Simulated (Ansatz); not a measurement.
How methods differ on SiF3 (trifluorosilyl)

SiF3 has 4 atoms, charge 0, and is taken as a doublet. As SMILES, `F[Si](F)F`. Geometry: optimised at B3LYP/def2-SVP.

```xyz
4

F     0.8007   -0.5175    1.1733
Si   -0.2905    0.2190    0.2408
F    -1.0126   -0.9100   -0.6574
F     0.5024    1.2086   -0.7567
```

Each level gives the dissociation energy of the F3–Si2 bond into doublet F and singlet SiF2 (shapes relaxed at B3LYP/def2-SVP, no zero-point term) (eV). The values are calculated.

```json
{"level": "USVWN5/def2-TZVPP", "kind": "LDA", "program": "Ansatz", "value (eV)": "5.46", "CPU time (all runs)": "2.3 s"}
{"level": "UBLYP/def2-TZVPP", "kind": "GGA", "program": "Ansatz", "value (eV)": "4.50", "CPU time (all runs)": "4.3 s"}
{"level": "U-r2SCAN/def2-TZVPP", "kind": "meta-GGA", "program": "Ansatz", "value (eV)": "4.92", "CPU time (all runs)": "10 s"}
{"level": "UB3LYP/def2-TZVPP", "kind": "global hybrid", "program": "Ansatz", "value (eV)": "4.49", "CPU time (all runs)": "6 s"}
{"level": "UPBE0-D4/def2-TZVPP", "kind": "global hybrid", "program": "Ansatz", "value (eV)": "4.64", "CPU time (all runs)": "5.5 s"}
{"level": "U-wB97M-V/def2-TZVPP", "kind": "range-separated hybrid", "program": "Ansatz", "value (eV)": "4.41", "CPU time (all runs)": "20 s"}
{"level": "RPA@PBE/def2-TZVPP", "kind": "RPA", "program": "Ansatz", "value (eV)": "4.04", "CPU time (all runs)": "8 s"}
{"level": "UMP2/def2-TZVPP", "kind": "perturbation theory", "program": "Ansatz", "value (eV)": "4.97", "CPU time (all runs)": "4 s"}
```

The values span 4.04 to 5.46 eV. A fragment with an even electron count was run as a singlet and may have a lower triplet. Measured bond enthalpies also hold zero-point and thermal terms, a few tenths of an eV less. In so small a basis fixed costs decide the times, and correlated methods can beat functionals. CPU times are rough (shared hosts, several kinds of processor and program).

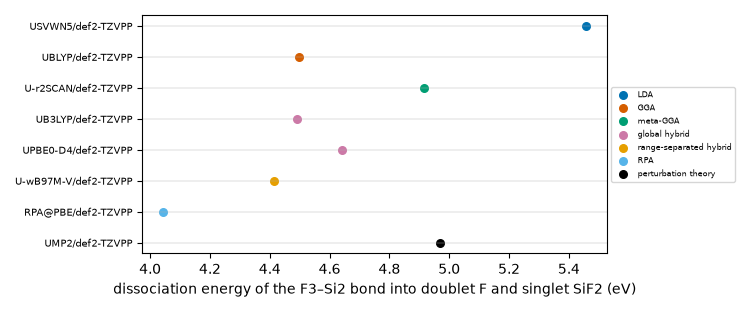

The values of the table, level by level.
